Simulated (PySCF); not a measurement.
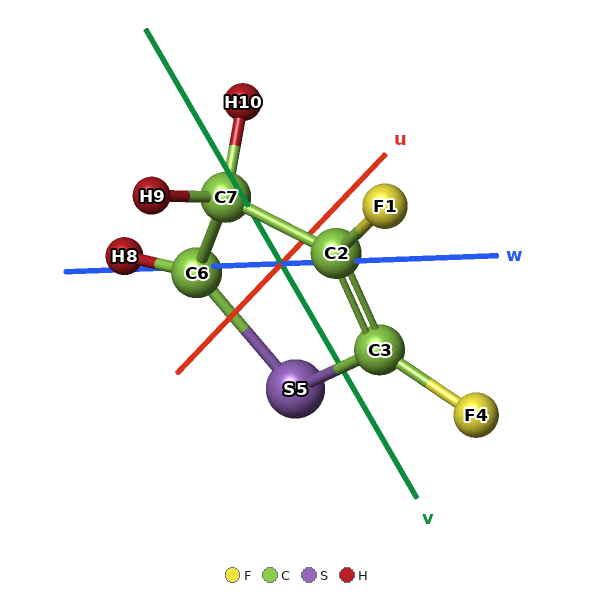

The lines u, v and w are the principal axes of the g tensor. State: neutral, doublet. The computed structure is the end point of a GFN2-xTB optimisation. No frequency run is at hand to confirm it as a minimum. Properties computed with UKS B3LYP, pcH-1 on C F H S, non-relativistic, mean-field spin-orbit, GIAO (PySCF 2.14.0).

Question: Along which axis does g lie farthest from the free-electron value?

Answer: Along w: the shift is 5730 ppm.

Give the principal values and shifts.

| axis | g | shift (ppm) |
| --- | --- | --- |
| u | 2.00209 | −226 |
| v | 2.00265 | 331 |
| w | 2.00805 | 5730 |
